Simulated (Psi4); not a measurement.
**CAM-B3LYP/def2-SVP run of TiF4 (SMILES [F][Ti]([F])([F])[F])**

Aim: the energy change on altering one bond length of TiF4 at CAM-B3LYP/def2-SVP, from 2 runs. The job is set up through a QCSchema input.

Program for the calculation: Psi4 1.11.

5 further runs of the same task are left out: 3 that didn't finish, 2 set aside as unsound or not needed.

## (1) Starting point

TiF4 has 5 atoms, charge 0, and is taken as a singlet. SMILES: `[F][Ti]([F])([F])[F]`. The shape is that of a PBE0-D4/def2-TZVP optimisation.

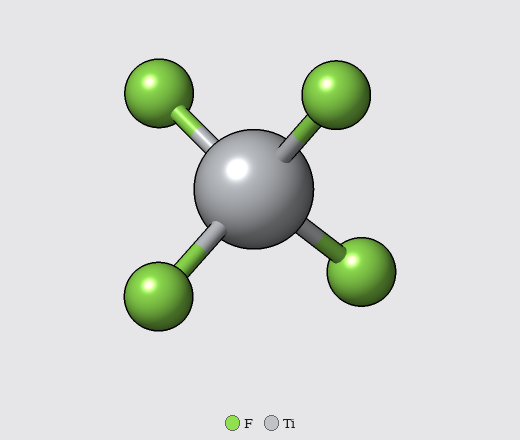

Viewed from a chosen angle; fluorine green, titanium light grey.

## (2) Energy and forces at CAM-B3LYP/def2-SVP

File input.json:

```json
{
 "schema_name": "qcschema_input",
 "schema_version": 1,
 "molecule": {
  "schema_name": "qcschema_molecule",
  "schema_version": 2,
  "symbols": ["F", "Ti", "F", "F", "F"],
  "geometry": [0.33079656, -1.42993686, 2.94137761, -1.89e-05, 7.559e-05, 3.779e-05, -2.36240332, 2.28097502, 0.15027102, -0.80816027, -2.26908864, -2.23683102, 2.83976704, 1.41801269, -0.85485541],
  "molecular_charge": 0,
  "molecular_multiplicity": 1,
  "fix_symmetry": "c1",
  "fix_com": true,
  "fix_orientation": true
 },
 "driver": "gradient",
 "model": {
  "method": "cam-b3lyp",
  "basis": "def2-SVP"
 },
 "keywords": {
  "puream": true,
  "e_convergence": 1e-09,
  "d_convergence": 1e-08,
  "scf_type": "pk",
  "dft_radial_points": 99,
  "dft_spherical_points": 590,
  "scf_properties": ["MULLIKEN_CHARGES", "DIPOLE", "WIBERG_LOWDIN_INDICES"]
 }
}
```

On the command line:

```sh
$ psi4 --qcschema input.json -n 1 --memory 2200MB
```

stdout (excerpt; [...] marks lines left out):

```text
[...]
  Running in c1 symmetry.
[...]
  Nuclear repulsion =  331.469148622665500
[...]
  Multiplicity = 1
[...]
  Nalpha       = 29
  Nbeta        = 29
[...]
    Number of basis functions: 87
[...]
   @RKS iter   1: -1248.18905711760567   -1.06959e+00   1.20833e-02 DIIS/ADIIS
[...]
   @RKS iter  13: -1248.64427572178147    2.04636e-12   6.87143e-10 DIIS
[...]
    Orbital Energies [Eh]
    ---------------------
    Doubly Occupied:
       1A   -179.121274     2A    -24.787259     3A    -24.787221
       4A    -24.787220     5A    -24.787219     6A    -20.158304
       7A    -16.877523     8A    -16.877523     9A    -16.877522
      10A     -2.605886    11A     -1.721478    12A     -1.721475
      13A     -1.721474    14A     -1.242999    15A     -1.226699
      16A     -1.226697    17A     -1.226693    18A     -0.570320
      19A     -0.570319    20A     -0.570312    21A     -0.559585
      22A     -0.559576    23A     -0.541386    24A     -0.522963
      25A     -0.522963    26A     -0.522962    27A     -0.505113
      28A     -0.505111    29A     -0.505110
[...]
  @RKS Final Energy: -1248.64427572178147
   => Energetics <=
    Nuclear Repulsion Energy =            331.4691486226655002
    One-Electron Energy =               -2379.8155992168308330
    Two-Electron Energy =                 863.4234010642618387
    DFT Exchange-Correlation Energy =     -63.7212261918779888
    Empirical Dispersion Energy =           0.0000000000000000
    VV10 Nonlocal Energy =                  0.0000000000000000
    Total Energy =                      -1248.6442757217814687
[...]
 Multipole Moments:
 ------------------------------------------------------------------------------------
     Multipole            Electronic (a.u.)      Nuclear  (a.u.)        Total (a.u.)
 ------------------------------------------------------------------------------------
 L = 1.  Multiply by 2.5417464519 to convert [e a0] to [Debye]
 Dipole X            :          0.0003968           -0.0004157           -0.0000189
 Dipole Y            :         -0.0012096            0.0013229            0.0001133
 Dipole Z            :         -0.0004317            0.0004912            0.0000595
 Magnitude           :                                                    0.0001294
[...]
  Mulliken Charges: (a.u.)
   Center  Symbol    Alpha    Beta     Spin     Total
       1     F     4.67424  4.67424  0.00000 -0.34849
       2    TI    10.30302 10.30302  0.00000  1.39396
       3     F     4.67425  4.67425  0.00000 -0.34850
       4     F     4.67424  4.67424  0.00000 -0.34848
       5     F     4.67424  4.67424  0.00000 -0.34849
   Total alpha = 29.00000, Total beta = 29.00000, Total charge =  0.00000
  Wiberg Bond Indices using Orthogonal Lowdin Orbitals:
[...]
  -Total Gradient:
     Atom            X                  Y                   Z
    ------   -----------------  -----------------  -----------------
       1        0.001276207751    -0.005244929813     0.010894800067
       2        0.000001697993     0.000007716215     0.000002347019
       3       -0.008676250943     0.008295666788     0.000519393170
       4       -0.002927977337    -0.008275319828    -0.008117831763
       5        0.010421171789     0.005268972038    -0.003064677857
[...]
```

The result, in JSON:

```text
{
 "driver": "gradient",
 "model": {
  "method": "cam-b3lyp",
  "basis": "def2-SVP"
 },
 "success": true,
 "return_result": [0.0012762077507400028, -0.00524492981272992, 0.010894800066534815, 1.6979933916646608e-06, 7.716214830859047e-06, 2.347019380409617e-06, -0.00867625094295403, 0.008295666788304651, 0.0005193931699372266, -0.002927977336677972, -0.008275319827816652, -0.008117831763473055, 0.01042117178948071, 0.0052689720383043495, -0.0030646778570352015],
 "properties": {
  "calcinfo_nbasis": 87,
  "calcinfo_nmo": 87,
  "calcinfo_nalpha": 29,
  "calcinfo_nbeta": 29,
  "calcinfo_natom": 5,
  "nuclear_repulsion_energy": 331.4691486226655,
  "return_energy": -1248.6442757217815,
  "return_gradient": [0.0012762077507400028, -0.00524492981272992, 0.010894800066534815, 1.6979933916646608e-06, 7.716214830859047e-06, 2.347019380409617e-06, -0.00867625094295403, 0.008295666788304651, 0.0005193931699372266, -0.002927977336677972, -0.008275319827816652, -0.008117831763473055, 0.01042117178948071, 0.0052689720383043495, -0.0030646778570352015],
  "scf_one_electron_energy": -2379.815599216831,
  "scf_two_electron_energy": 863.4234010642618,
  "scf_xc_energy": -63.72122619187799,
  "scf_dipole_moment": [-1.8877127464900223e-05, 0.00011330701758330286, 5.951147888583197e-05],
  "scf_total_energy": -1248.6442757217815,
  "scf_total_gradient": [0.0012762077507400028, -0.00524492981272992, 0.010894800066534815, 1.6979933916646608e-06, 7.716214830859047e-06, 2.347019380409617e-06, -0.00867625094295403, 0.008295666788304651, 0.0005193931699372266, -0.002927977336677972, -0.008275319827816652, -0.008117831763473055, 0.01042117178948071, 0.0052689720383043495, -0.0030646778570352015],
  "scf_iterations": 13
 }
}
```

It took 31 s on 1 thread of Intel Xeon Platinum 8259CL at 2.50GHz (Skylake/Cascade Lake), shared host; peak memory 0.89 GiB.

## (3) The distorted shape: a single-point energy at CAM-B3LYP/def2-SVP

File job.json:

```json
{
  "schema_name": "qcschema_input",
  "schema_version": 1,
  "molecule": {
    "schema_name": "qcschema_molecule",
    "schema_version": 2,
    "symbols": ["F", "Ti", "F", "F", "F"],
    "geometry": [0.45199603, -1.08962364, 3.27684746, 0.12118058, 0.34038881, 0.33550765, -2.24120385, 2.62128824, 0.48574087, -0.80816027, -2.26908864, -2.23683102, 2.96096651, 1.75832591, -0.51938556],
    "molecular_charge": 0,
    "molecular_multiplicity": 1,
    "fix_symmetry": "c1",
    "fix_com": true,
    "fix_orientation": true
  },
  "driver": "energy",
  "model": {
    "method": "cam-b3lyp",
    "basis": "def2-SVP"
  },
  "keywords": {
    "puream": true,
    "e_convergence": 1e-09,
    "d_convergence": 1e-08,
    "scf_type": "pk",
    "dft_radial_points": 99,
    "dft_spherical_points": 590,
    "scf_properties": ["MAYER_INDICES", "MULLIKEN_CHARGES", "WIBERG_LOWDIN_INDICES"]
  }
}
```

On the command line:

```sh
$ psi4 --qcschema job.json -n 1 --memory 2200MB
```

stdout (excerpt; [...] marks lines left out):

```text
[...]
  Running in c1 symmetry.
[...]
  Nuclear repulsion =  320.404965706107077
[...]
  Multiplicity = 1
[...]
  Nalpha       = 29
  Nbeta        = 29
[...]
    Number of basis functions: 87
[...]
   @RKS iter   1: -1248.10282539669788   -1.11812e+00   1.23949e-02 ADIIS/DIIS
[...]
   @RKS iter  14: -1248.61358897447167   -5.45697e-12   4.71137e-09 DIIS
[...]
  @RKS Final Energy: -1248.61358897447167
   => Energetics <=
    Nuclear Repulsion Energy =            320.4049657061070775
    One-Electron Energy =               -2357.2308746093044647
    Two-Electron Energy =                 851.8634626773325635
    DFT Exchange-Correlation Energy =     -63.6511427486067660
    Empirical Dispersion Energy =           0.0000000000000000
    VV10 Nonlocal Energy =                  0.0000000000000000
    Total Energy =                      -1248.6135889744716678
[...]
 Multipole Moments:
 ------------------------------------------------------------------------------------
     Multipole            Electronic (a.u.)      Nuclear  (a.u.)        Total (a.u.)
 ------------------------------------------------------------------------------------
 L = 1.  Multiply by 2.5417464519 to convert [e a0] to [Debye]
 Dipole X            :         -5.8062102            5.9383585            0.1321483
 Dipole Y            :        -16.3054737           16.6766706            0.3711970
 Dipole Z            :        -16.0726490           16.4385140            0.3658651
 Magnitude           :                                                    0.5376873
[...]
  Mulliken Charges: (a.u.)
   Center  Symbol    Alpha    Beta     Spin     Total
       1     F     4.66452  4.66452  0.00000 -0.32904
       2    TI    10.30176 10.30176  0.00000  1.39648
       3     F     4.66452  4.66452  0.00000 -0.32905
       4     F     4.70468  4.70468  0.00000 -0.40937
       5     F     4.66452  4.66452  0.00000 -0.32903
   Total alpha = 29.00000, Total beta = 29.00000, Total charge = -0.00000
  Mayer Bond Indices:
[...]
```

The result, in JSON:

```text
{
 "driver": "energy",
 "model": {
  "method": "cam-b3lyp",
  "basis": "def2-SVP"
 },
 "success": true,
 "return_result": -1248.6135889744717,
 "properties": {
  "calcinfo_nbasis": 87,
  "calcinfo_nmo": 87,
  "calcinfo_nalpha": 29,
  "calcinfo_nbeta": 29,
  "calcinfo_natom": 5,
  "nuclear_repulsion_energy": 320.4049657061071,
  "return_energy": -1248.6135889744717,
  "scf_one_electron_energy": -2357.2308746093045,
  "scf_two_electron_energy": 851.8634626773326,
  "scf_xc_energy": -63.651142748606766,
  "scf_dipole_moment": [0.13214831171484143, 0.37119697276042274, 0.3658650916125836],
  "scf_total_energy": -1248.6135889744717,
  "scf_iterations": 14
 }
}
```

It took 20 s on 1 thread of Intel Xeon Platinum 8259CL at 2.50GHz (Skylake/Cascade Lake), shared host; peak memory 0.88 GiB.

## (4) Summary of results

Level: CAM-B3LYP/def2-SVP.

```
                                                          quantity           value
                                         first shape: total energy  -1248.64428 Eh
                                        first shape: dipole moment          0.00 D
                                          first shape: HOMO energy       -13.74 eV
                                          first shape: LUMO energy        -1.92 eV
                                        first shape: HOMO–LUMO gap        11.82 eV
                             first shape: largest force on an atom      0.625 eV/Å
                                     distorted shape: total energy  -1248.61359 Eh
                                    distorted shape: dipole moment          1.37 D
                                      distorted shape: HOMO energy       -12.41 eV
                                      distorted shape: LUMO energy        -2.72 eV
                                    distorted shape: HOMO–LUMO gap         9.69 eV
energy change with the Ti2–F4 bond stretched from 1.740 to 2.000 Å        0.835 eV
```

What this shows: With the Ti2–F4 bond stretched from 1.740 to 2.000 Å the energy rises by 0.84 eV (80.6 kJ/mol). The first shape isn't relaxed at this level, so the change isn't measured from a minimum. The largest force (first shape) is 0.63 eV/Å: the shape isn't a stationary point for this species at this level. Mulliken charges (first shape) run from -0.35 on F3 to +1.39 on Ti2. Mulliken charges (distorted shape) run from -0.41 on F4 to +1.40 on Ti2; they depend strongly on the basis.
